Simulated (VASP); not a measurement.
Band structure of PtAu (space group Pmma). These are PBE GGA, VASP's PBE PAW potentials (set 64) (plane waves; VASP 6.6.1) values and carry that method's errors.

Unless said otherwise, spin-orbit coupling is left out, though it shifts the bands of the heavy elements here.

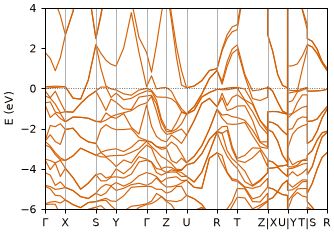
Bands along high-symmetry lines, zero at the valence-band maximum or, without a gap, the Fermi level

**Question.** Read the plot: is there a gap, and where are the band edges?

**Answer.** It has no gap at this level: it comes out as a metal or semimetal.

The structure was generated: PtAu was put into an ordered model structure, which need not be its known phase. The cell was not relaxed at this level. The k-mesh is coarse (spacing up to 0.31 per Å, 2π included), so the numbers may not be converged in it.
